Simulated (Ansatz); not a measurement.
## Electronic structure of GeH₆N₂ (SMILES [NH2][GeH2][NH2]) in real space

```
atom    x (Å)    y (Å)    z (Å)
   N  -1.0868   0.6414  -0.8767
  Ge   0.5408   0.2824  -0.0909
   N   0.1976  -1.1432   1.0250
   H  -1.5002  -0.0954  -1.4387
   H  -1.1994   1.5389  -1.3351
   H   0.9497   1.6123   0.5860
   H   1.6691  -0.2155  -1.0253
   H   0.9915  -1.6732   1.3674
   H  -0.4739  -0.9940   1.7710
```

These are results of RKS B3LYP/def2-SVPD in Ansatz, not measurements.

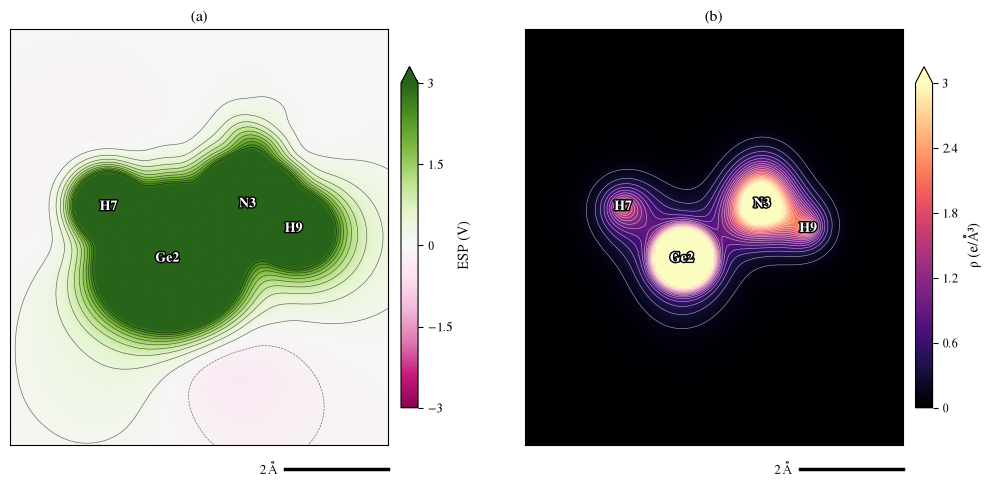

Figure 1. (a) electrostatic potential; (b) total electron density on the plane of atoms Ge2, N3 and H9.

> Interpret the plot.

- Atoms in the plane: Ge, N and H.
- Ge–N (1.84 Å): ρ at the midpoint is about 0.95 e/Å³.
- N–H (1.01 Å): ρ at the midpoint is about 2.8 e/Å³.
- Ge–H (1.55 Å): ρ is about 1 e/Å³ halfway.
- Outside the dense part of the molecule the potential is most negative (−0.3 V) near H6 and H7, which lies off the plane.

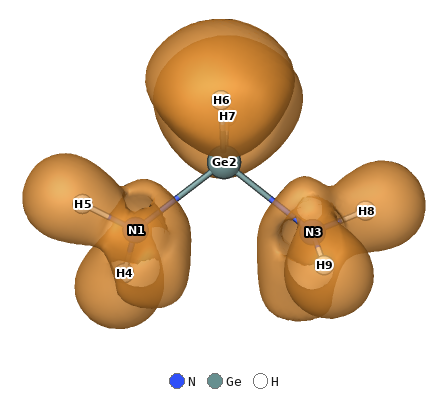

Figure 2. Isosurface of the ELF at 0.75 (orange), seen at a tilt. Core shells and regions of very low density are left out.

> What do the ELF domains correspond to?

The ELF exceeds this value in two regions around hydrogen nuclei and two joined regions spread over several atoms (H, N), in which their bonds and any lone pairs are merged. Along the contacts the grid gives the following. Ge–N (1.84 Å): the ELF peaks at about 0.90 in the valence shell of N, 0.6 Å from its nucleus, and is about 0.50 at the midpoint. N–H (1.01 Å): the ELF climbs to about 1 towards the hydrogen, as it does in any bond to H (an ordinary covalent bond to hydrogen).

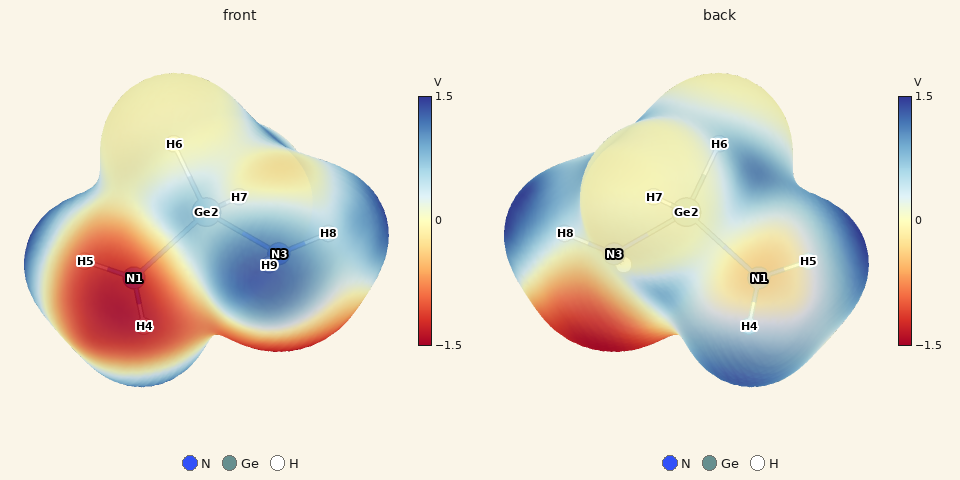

Figure 3. The molecular electrostatic potential painted on the density surface at 0.002 e/bohr³, seen from the front and from behind; the colour scale runs from red (negative) to blue (positive).

> Where is the surface potential most negative and most positive?

The most negative region (about −1.5 V) lies over N1 and N3, the most positive (about +1.4 V) over H5 and H8.
